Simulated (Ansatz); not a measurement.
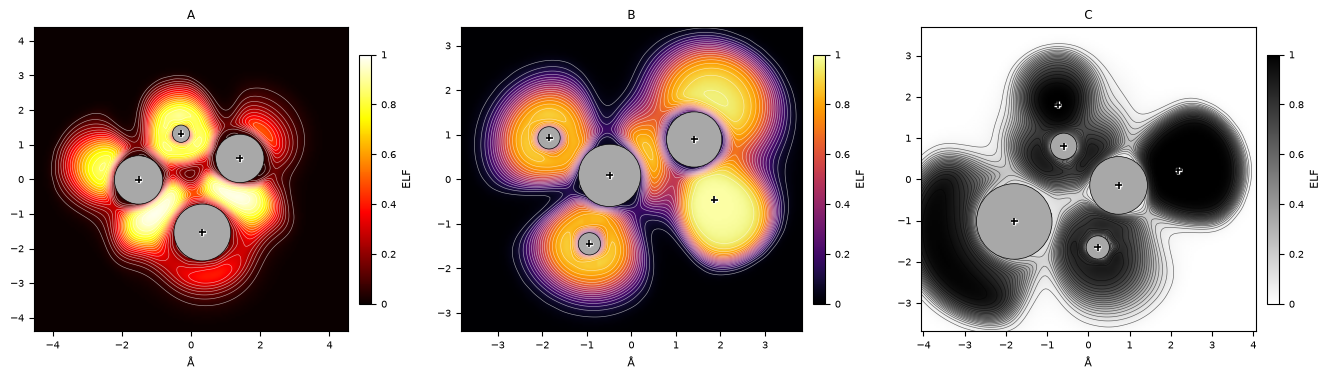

The electron localisation function of 3 systems, each on a plane through atoms (crosses mark nuclei in the plane; grey discs cover the cores).

Computed with Ansatz 0.2.0, isolated molecule in a Gaussian basis; Kohn-Sham density functional theory, functional PBE0.

System 1: F2GeH5Si2 (charge +1), the plane of atoms F1, Si5 and Ge3. Geometry: PBE0-D3(BJ)/def2-SVP.

```xyz
10

F    -1.5445    2.5627    0.1394
F    -1.8919    3.6500   -2.2293
Ge    0.8885    1.9509   -1.3539
Si   -1.4700    2.2264   -1.6463
Si    0.1617    2.6039    0.8357
H    -2.5311    1.2160   -1.8221
H     1.7065    2.9910   -2.1090
H     1.3475    0.4994   -1.4399
H     0.0537    1.5982    1.9161
H     0.2727    4.0146    1.2686
```

System 2: F2HPSi, the molecular plane. Geometry: B3LYP-D3(BJ)/6-311G**.

```xyz
5

F     0.4610    0.8639   -2.8103
F    -0.2489   -1.5797   -2.7840
P    -2.1910    0.4116   -0.9732
Si   -0.6362   -0.1348   -2.2128
H    -2.5456   -0.9742   -0.9932
```

System 3: GaH2NOSi, the molecular plane. Geometry: r2SCAN-D4/def2-SVP.

| atom | x (Å) | y (Å) | z (Å) |
| --- | --- | --- | --- |
| Ga | -0.4295 | -1.9596 | -1.1378 |
| N | 1.0660 | -0.8081 | -2.2345 |
| O | -0.2595 | -0.1033 | -0.1246 |
| Si | 0.8379 | 0.3985 | -1.1552 |
| H | 1.6618 | -0.9214 | -3.0485 |
| H | 1.4772 | 1.7401 | -1.0627 |

Match each panel to its system.

Panel A is system 1, F2GeH5Si2: the plane holds F, Ge and Si. Si–Ge (2.39 Å): the ELF peaks at about 0.95 between the atoms; a covalent bond. Panel B is system 2, F2HPSi: the plane holds F, P, Si and H. Si–F (1.60 Å): the ELF peaks at about 0.85 in the valence shell of F, 0.6 Å from its nucleus, and is about 0.55 at the midpoint. Panel C is system 3, GaH2NOSi: the plane holds Ga, N, O, Si and H. Si–O (1.59 Å): the ELF peaks at about 0.85 between the atoms; a short, strongly polar bond.
